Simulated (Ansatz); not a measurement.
## Run report: BPH$_{4}$ClF, geometry relaxation (part 2 of 2)

The same run, continued: BPH$_{4}$ClF; RKS BHLYP-D4/6-31G* (Ansatz 0.2.0). It belongs to a series of runs on one base structure; here: end point A relaxed.

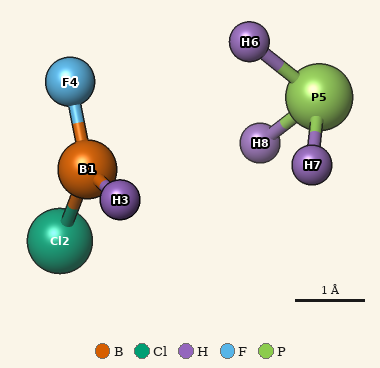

Fig. 1: The geometry at step 19 of the log (ball-and-stick view, seen at a tilt; atoms are numbered from 1 in the order of the input).

**Trajectory as extended XYZ, continued**
```
8
Properties=species:S:1:pos:R:3:forces:R:3 step=9 energy=-25269.46499
B    -0.0264    0.4128    0.0914    0.1390   0.0759  -0.0502
Cl    0.0133    1.1608    1.6721    0.0093  -0.0275  -0.0027
H     0.9779    0.2481   -0.5163   -0.1591  -0.0088   0.0753
F    -1.1812    0.0726   -0.4121    0.0157  -0.0403  -0.0277
P     0.1859   -3.2270    0.9215   -0.0215  -0.0157  -0.0592
H    -0.4657   -2.6213   -0.1736    0.0157  -0.0229   0.0266
H     1.4485   -2.6843    0.6070    0.0068   0.0090  -0.0024
H    -0.1496   -2.1980    1.8214   -0.0060   0.0302   0.0402
8
Properties=species:S:1:pos:R:3:forces:R:3 step=10 energy=-25269.45848 accepted=F
B    -0.0265    0.4234    0.0833    0.0165  -0.2827   0.1254
Cl    0.0285    1.2029    1.6465   -0.0426   0.0571  -0.0384
H     0.9699    0.1969   -0.5008    0.0402   0.1102  -0.0878
F    -1.1769    0.0371   -0.3996   -0.0119   0.1324  -0.0086
P     0.1925   -3.2276    0.8802   -0.1431   0.1157  -0.0054
H    -0.4629   -2.5550   -0.1801    0.0594  -0.0710   0.1628
H     1.4438   -2.6396    0.6163    0.0558   0.0262  -0.0045
H    -0.1658   -2.2744    1.8656    0.0256  -0.0879  -0.1436
8
Properties=species:S:1:pos:R:3:forces:R:3 step=11 energy=-25269.46679
B    -0.0163    0.4162    0.0802   -0.0597   0.0176   0.0402
Cl   -0.0024    1.1198    1.6809    0.0060  -0.0058  -0.0081
H     0.9854    0.2778   -0.5212    0.0606  -0.0037  -0.0291
F    -1.1589    0.0608   -0.4416   -0.0034  -0.0040  -0.0075
P     0.1850   -3.2239    0.9249    0.0059  -0.0017   0.0132
H    -0.4937   -2.6117   -0.1471   -0.0069   0.0038  -0.0028
H     1.4373   -2.6693    0.5885    0.0004   0.0022  -0.0047
H    -0.1337   -2.2060    1.8468   -0.0029  -0.0083  -0.0012
8
Properties=species:S:1:pos:R:3:forces:R:3 step=12 energy=-25269.46749
B    -0.0104    0.4219    0.0734    0.0132  -0.0032  -0.0094
Cl   -0.0120    1.1087    1.6808   -0.0022  -0.0016   0.0005
H     0.9992    0.2963   -0.5228    0.0001   0.0051   0.0051
F    -1.1455    0.0622   -0.4616   -0.0076  -0.0005   0.0007
P     0.1928   -3.2304    0.9255    0.0024   0.0011   0.0022
H    -0.5193   -2.6167   -0.1242   -0.0041   0.0006   0.0017
H     1.4267   -2.6455    0.5723   -0.0021   0.0031  -0.0008
H    -0.1290   -2.2328    1.8680    0.0002  -0.0047   0.0000
8
Properties=species:S:1:pos:R:3:forces:R:3 step=13 energy=-25269.46792
B     0.0030    0.4241    0.0606    0.0397  -0.0057  -0.0574
Cl   -0.0337    1.0728    1.6826   -0.0155  -0.0027   0.0078
H     1.0249    0.3206   -0.5197   -0.0036   0.0035   0.0204
F    -1.1168    0.0696   -0.5092   -0.0171   0.0008   0.0282
P     0.2101   -3.2351    0.9266    0.0049   0.0906  -0.0425
H    -0.5740   -2.6228   -0.0759    0.0351  -0.0301   0.0520
H     1.4045   -2.5877    0.5341   -0.0737  -0.0221   0.0368
H    -0.1155   -2.2778    1.9122    0.0302  -0.0344  -0.0452
8
Properties=species:S:1:pos:R:3:forces:R:3 step=14 energy=-25269.46816
B     0.0032    0.4262    0.0600    0.0494  -0.0475  -0.0396
Cl   -0.0313    1.0712    1.6841   -0.0102   0.0045  -0.0102
H     1.0243    0.3290   -0.5252   -0.0362   0.0221   0.0285
F    -1.1167    0.0564   -0.5005   -0.0002   0.0202   0.0195
P     0.2050   -3.2337    0.9266    0.0093   0.0481  -0.0306
H    -0.5697   -2.6195   -0.0801    0.0201  -0.0184   0.0286
H     1.4043   -2.5947    0.5405   -0.0430  -0.0139   0.0161
H    -0.1166   -2.2712    1.9059    0.0107  -0.0150  -0.0124
8
Properties=species:S:1:pos:R:3:forces:R:3 step=15 energy=-25269.46818
B     0.0035    0.4254    0.0599    0.0502  -0.0467  -0.0390
Cl   -0.0309    1.0695    1.6844   -0.0100   0.0047  -0.0100
H     1.0246    0.3283   -0.5252   -0.0365   0.0219   0.0285
F    -1.1165    0.0565   -0.5009   -0.0009   0.0197   0.0187
P     0.2051   -3.2330    0.9262    0.0087   0.0462  -0.0292
H    -0.5701   -2.6186   -0.0798    0.0196  -0.0178   0.0281
H     1.4039   -2.5931    0.5405   -0.0414  -0.0132   0.0154
H    -0.1169   -2.2714    1.9063    0.0104  -0.0149  -0.0124
8
Properties=species:S:1:pos:R:3:forces:R:3 step=16 energy=-25269.46766 accepted=F
B     0.0091    0.4145    0.0615   -0.0451   0.0918  -0.0562
Cl   -0.0293    1.0607    1.6868    0.0076  -0.0417  -0.0331
H     1.0250    0.3465   -0.5350   -0.0069  -0.0321   0.0427
F    -1.1122    0.0447   -0.4982    0.0458  -0.0144   0.0443
P     0.1979   -3.2301    0.9237    0.0148  -0.0100   0.0135
H    -0.5705   -2.6085   -0.0795   -0.0101   0.0068  -0.0133
H     1.3988   -2.5944    0.5470    0.0127  -0.0013  -0.0189
H    -0.1161   -2.2697    1.9051   -0.0189   0.0008   0.0209
8
Properties=species:S:1:pos:R:3:forces:R:3 step=17 energy=-25269.46845
B     0.0074    0.4220    0.0585    0.0089  -0.0107  -0.0244
Cl   -0.0296    1.0603    1.6856   -0.0042  -0.0045  -0.0142
H     1.0269    0.3343   -0.5285   -0.0058   0.0074   0.0180
F    -1.1124    0.0545   -0.5038    0.0036   0.0091   0.0189
P     0.2043   -3.2314    0.9240    0.0063   0.0245  -0.0073
H    -0.5749   -2.6144   -0.0760    0.0071  -0.0071   0.0137
H     1.3988   -2.5843    0.5408   -0.0186  -0.0057   0.0043
H    -0.1179   -2.2772    1.9108    0.0029  -0.0129  -0.0089
8
Properties=species:S:1:pos:R:3:forces:R:3 step=18 energy=-25269.46869
B     0.0180    0.4137    0.0514   -0.0153   0.0032   0.0025
Cl   -0.0289    1.0226    1.6904    0.0000  -0.0082  -0.0320
H     1.0394    0.3409   -0.5328    0.0129   0.0046   0.0107
F    -1.0985    0.0535   -0.5221    0.0038   0.0082   0.0170
P     0.2082   -3.2239    0.9177   -0.0045   0.0361   0.0071
H    -0.5985   -2.6014   -0.0571    0.0108  -0.0101   0.0201
H     1.3827   -2.5426    0.5325   -0.0154  -0.0050   0.0043
H    -0.1197   -2.2990    1.9316    0.0077  -0.0288  -0.0298
8
Properties=species:S:1:pos:R:3:forces:R:3 step=19 energy=-25269.46882
B     0.0212    0.4153    0.0491   -0.0157   0.0212   0.0151
Cl   -0.0301    1.0214    1.6895    0.0042  -0.0146  -0.0394
H     1.0432    0.3489   -0.5347    0.0135  -0.0007   0.0121
F    -1.0938    0.0533   -0.5258   -0.0006  -0.0001   0.0108
P     0.2099   -3.2268    0.9164   -0.0042   0.0346   0.0078
H    -0.6056   -2.6037   -0.0504    0.0082  -0.0092   0.0160
H     1.3774   -2.5343    0.5302   -0.0108  -0.0049   0.0020
H    -0.1196   -2.3104    1.9371    0.0055  -0.0263  -0.0244
8
Properties=species:S:1:pos:R:3:forces:R:3 step=20 energy=-25269.46907
B     0.0307    0.4215    0.0411   -0.0051   0.0258   0.0589
Cl   -0.0315    1.0137    1.6877    0.0138  -0.0209  -0.0664
H     1.0555    0.3699   -0.5405   -0.0048   0.0016   0.0157
F    -1.0798    0.0515   -0.5363   -0.0028  -0.0044  -0.0086
P     0.2153   -3.2336    0.9115   -0.0030   0.0428   0.0023
H    -0.6273   -2.6089   -0.0307    0.0073  -0.0125   0.0110
H     1.3607   -2.5051    0.5245   -0.0092  -0.0095   0.0012
H    -0.1211   -2.3453    1.9540    0.0037  -0.0229  -0.0142
8
Properties=species:S:1:pos:R:3:forces:R:3 step=21 energy=-25269.46912
B     0.0327    0.4231    0.0399    0.0054   0.0477   0.0566
Cl   -0.0330    1.0198    1.6846    0.0129  -0.0265  -0.0605
H     1.0598    0.3679   -0.5376   -0.0097  -0.0073   0.0156
F    -1.0775    0.0589   -0.5416   -0.0068  -0.0161  -0.0113
P     0.2209   -3.2372    0.9093   -0.0029   0.0619  -0.0130
H    -0.6350   -2.6153   -0.0237    0.0167  -0.0195   0.0197
H     1.3561   -2.4924    0.5197   -0.0282  -0.0173   0.0135
H    -0.1214   -2.3611    1.9606    0.0127  -0.0229  -0.0205
8
Properties=species:S:1:pos:R:3:forces:R:3 step=22 energy=-25269.46921
B     0.0372    0.4267    0.0365   -0.0207   0.0250   0.0932
Cl   -0.0317    1.0177    1.6834    0.0151  -0.0209  -0.0682
H     1.0641    0.3766   -0.5398    0.0129   0.0010  -0.0043
F    -1.0709    0.0544   -0.5436   -0.0060  -0.0078  -0.0203
P     0.2226   -3.2390    0.9061   -0.0003   0.0554  -0.0008
H    -0.6434   -2.6175   -0.0171    0.0096  -0.0137   0.0137
H     1.3481   -2.4790    0.5185   -0.0226  -0.0151   0.0115
H    -0.1233   -2.3763    1.9675    0.0120  -0.0238  -0.0250
8
Properties=species:S:1:pos:R:3:forces:R:3 step=23 energy=-25269.46928
B     0.0394    0.4253    0.0366   -0.0447   0.0373   0.0919
Cl   -0.0303    1.0187    1.6824    0.0155  -0.0227  -0.0609
H     1.0651    0.3795   -0.5404    0.0291  -0.0061  -0.0132
F    -1.0685    0.0501   -0.5426    0.0011  -0.0104  -0.0175
P     0.2227   -3.2382    0.9038    0.0033   0.0309   0.0128
H    -0.6460   -2.6174   -0.0160   -0.0012  -0.0033   0.0036
H     1.3447   -2.4731    0.5188   -0.0089  -0.0070   0.0035
H    -0.1245   -2.3811    1.9688    0.0058  -0.0186  -0.0202
8
Properties=species:S:1:pos:R:3:forces:R:3 step=24 energy=-25269.46955
B     0.0420    0.4153    0.0419    0.0302   0.0062   0.0088
Cl   -0.0277    1.0150    1.6824   -0.0041  -0.0002  -0.0034
H     1.0713    0.3584   -0.5305    0.0028   0.0023   0.0009
F    -1.0636    0.0444   -0.5438   -0.0282  -0.0051  -0.0074
P     0.2329   -3.2268    0.9007    0.0009  -0.0003   0.0013
H    -0.6574   -2.6291   -0.0135   -0.0011  -0.0007   0.0004
H     1.3328   -2.4353    0.5077    0.0007   0.0004  -0.0018
H    -0.1276   -2.3782    1.9664   -0.0013  -0.0024   0.0013
8
Properties=species:S:1:pos:R:3:forces:R:3 step=25 energy=-25269.46956
B     0.0453    0.4163    0.0428   -0.0386  -0.0126  -0.0217
Cl   -0.0239    1.0145    1.6837   -0.0001  -0.0001  -0.0034
H     1.0740    0.3612   -0.5312   -0.0056   0.0005   0.0020
F    -1.0626    0.0445   -0.5416    0.0452   0.0141   0.0223
P     0.2350   -3.2269    0.9020    0.0021  -0.0057   0.0034
H    -0.6603   -2.6408   -0.0144   -0.0049   0.0025  -0.0028
H     1.3278   -2.4276    0.5057    0.0034   0.0024  -0.0020
H    -0.1328   -2.3776    1.9645   -0.0016  -0.0010   0.0020
8
Properties=species:S:1:pos:R:3:forces:R:3 step=26 energy=-25269.46963
B     0.0474    0.4187    0.0411    0.0039   0.0002  -0.0013
Cl   -0.0252    1.0159    1.6822   -0.0009   0.0006   0.0004
H     1.0768    0.3681   -0.5319   -0.0021   0.0003   0.0006
F    -1.0576    0.0430   -0.5441   -0.0002  -0.0004  -0.0003
P     0.2358   -3.2293    0.9001   -0.0001  -0.0010  -0.0002
H    -0.6663   -2.6418   -0.0091   -0.0004   0.0002   0.0006
H     1.3235   -2.4226    0.5039   -0.0005   0.0011  -0.0001
H    -0.1318   -2.3882    1.9693    0.0003  -0.0009   0.0003
8
Properties=species:S:1:pos:R:3:forces:R:3 step=27 energy=-25269.46962 accepted=F
B     0.0551    0.4188    0.0395   -0.0064   0.0109  -0.0052
Cl   -0.0238    1.0155    1.6801   -0.0009   0.0000   0.0106
H     1.0857    0.3735   -0.5309    0.0085  -0.0054  -0.0052
F    -1.0472    0.0405   -0.5489   -0.0008  -0.0059  -0.0006
P     0.2427   -3.2300    0.8953    0.0051   0.0382  -0.0113
H    -0.6827   -2.6528    0.0019    0.0121  -0.0095   0.0096
H     1.3079   -2.3922    0.4966   -0.0279  -0.0191   0.0142
H    -0.1350   -2.4096    1.9779    0.0103  -0.0091  -0.0121
8
Properties=species:S:1:pos:R:3:forces:R:3 step=28 energy=-25269.46957 accepted=F
B     0.0524    0.4225    0.0380   -0.0220  -0.0398   0.0256
Cl   -0.0230    1.0139    1.6810   -0.0010   0.0116  -0.0012
H     1.0812    0.3784   -0.5345    0.0163   0.0135  -0.0196
F    -1.0499    0.0337   -0.5441    0.0067   0.0164  -0.0056
P     0.2368   -3.2300    0.8962    0.0072  -0.0080   0.0109
H    -0.6750   -2.6441   -0.0033   -0.0072   0.0059  -0.0053
H     1.3143   -2.4083    0.5032    0.0018   0.0020  -0.0028
H    -0.1341   -2.4025    1.9750   -0.0018  -0.0016  -0.0021
8
Properties=species:S:1:pos:R:3:forces:R:3 step=29 energy=-25269.46961
B     0.0500    0.4173    0.0408   -0.0085   0.0283  -0.0052
Cl   -0.0247    1.0165    1.6810    0.0003  -0.0058   0.0058
H     1.0787    0.3731   -0.5330    0.0098  -0.0115  -0.0020
F    -1.0540    0.0396   -0.5447   -0.0011  -0.0103   0.0009
P     0.2364   -3.2296    0.8979    0.0032  -0.0049   0.0048
H    -0.6705   -2.6423   -0.0061   -0.0040   0.0030  -0.0026
H     1.3191   -2.4156    0.5034    0.0019   0.0020  -0.0022
H    -0.1324   -2.3954    1.9721   -0.0015  -0.0007   0.0006
```

The run was set up as follows.

**The input**
```yaml
crystal:
  periodic: [false, false, false]
  atoms:
    - { symbol: B, position_ang: [-0.006065, 0.094189, 0.111893] }
    - { symbol: Cl, position_ang: [0.035712, 0.745174, 1.810337] }
    - { symbol: H, position_ang: [1.002159, -0.076456, -0.470561] }
    - { symbol: F, position_ang: [-1.172776, -0.030659, -0.454411] }
    - { symbol: P, position_ang: [0.201336, -2.91573, 0.93432] }
    - { symbol: H, position_ang: [-0.511612, -2.475099, -0.194606] }
    - { symbol: H, position_ang: [1.424186, -2.353778, 0.522186] }
    - { symbol: H, position_ang: [-0.170339, -1.823942, 1.752242] }
basis:
  gaussian: { orbitals: "6-31G*" }
hamiltonian:
  xc: { name: BHLYP }
  dispersion: d4
relax:
  f_tol: 0.03
  max_steps: 50
```

Run as:
```bash
ansatz run input.yaml --threads 2 --pin off --max-ram 3072MiB --backend cpu --events-out ev --progress --plain --runs-dir out
```

**Key numbers**

- outcome: converged
- total energy: −25269.4698 eV
- mean-field energy: −25269.3089 eV
- largest force (length of the vector) at the end: 0.030 eV/Å
- hardware: 2 threads of Arm Neoverse V1, 24 GiB of memory available, shared host
- wall time: 53 s (CPU time 1.7 min)
- peak memory: 0.17 GiB
